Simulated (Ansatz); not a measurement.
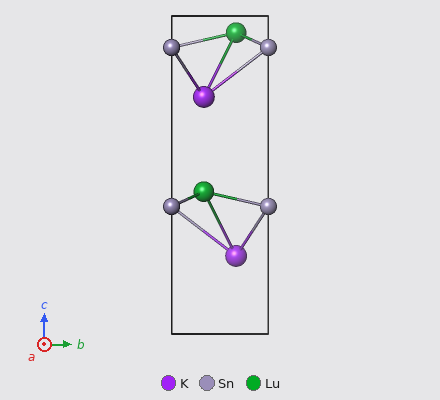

The structure, seen along [100]; the drawing may span several cells.

Structure (in its standard cell), the geometry relaxed with Ansatz, DFT, PAW plane waves, r2scan; the starting structure was generated, so it need not be a known form of this composition:

```
K Sn Lu
1.0
     4.96748    0.00000    0.00000
    -2.48374    4.30196    0.00000
     0.00000    0.00000   14.13091
K Sn Lu
2 2 2
Direct
  0.33333 0.66667 0.24545
  0.66667 0.33333 0.74545
  0.00000 0.00000 0.40100
  0.00000 0.00000 0.90100
  0.33333 0.66667 0.94765
  0.66667 0.33333 0.44765
```

What does the kinematic electron diffraction pattern along [100] look like at 200 kV (B = 0.8 Å²)?

The spots form a rectangular net whose two shortest vectors correspond to d = 14.13 Å and 4.30 Å, 90.0° apart. They are 0 0 1 (itself extinct) and 0 1 0 (weak). The pattern has symmetry 2mm. A screw axis and a glide plane both extinguish reflections such as 0 0 1, 0 0 3, 0 0 5; reflections such as 0 3 -1, 0 3 1, 0 3 -3 are allowed by the space group but vanish because the atoms sit on special positions.

Strongest reflections with d > 1.28 Å, one of each family (|F|² from tabulated Gaussian fits of the electron scattering factors, times a small damping for the curvature of the Ewald sphere):

| hkl | d (Å) | I (strongest = 100) |
| --- | --- | --- |
| 0 0 2 | 7.065 | 100 |
| 0 0 4 | 3.533 | 59 |
| 0 0 6 | 2.355 | 35 |
| 0 1 3 | 3.177 | 32 |
| 0 3 0 | 1.434 | 26 |
| 0 1 1 | 4.115 | 21 |

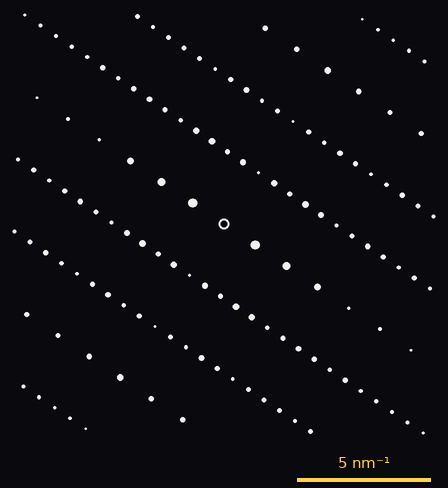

Calculated pattern, seen from the source side with [100] pointing towards the source.
